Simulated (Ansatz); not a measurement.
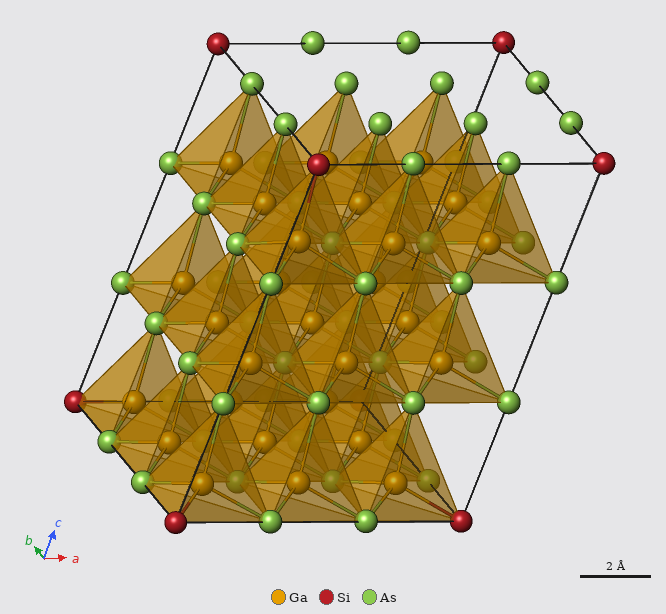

The figure gives a polyhedral picture of the atoms, viewed from a general direction. The frame is the simulation cell; atoms at its boundary are shown with their periodic copies.

State composition, symmetry and coordination.

The formula is Ga$_{27}$SiAs$_{26}$. In the cell are 27 Ga, 1 Si, 26 As, which makes 1 formula unit. Each Si atom is coordinated by four Ga in a tetrahedral arrangement at about 2.3 Å. Each As atom has four Ga in a tetrahedral arrangement at about 2.4 Å around it. The bonds build a three-dimensional framework.

The structure was taken from a structure listed in the Materials Project, repeated into a supercell with a point defect put in. The atoms were relaxed in a fixed cell with Ansatz 0.2.0, DFT LDA, scalar-relativistic, plane waves, PAW.
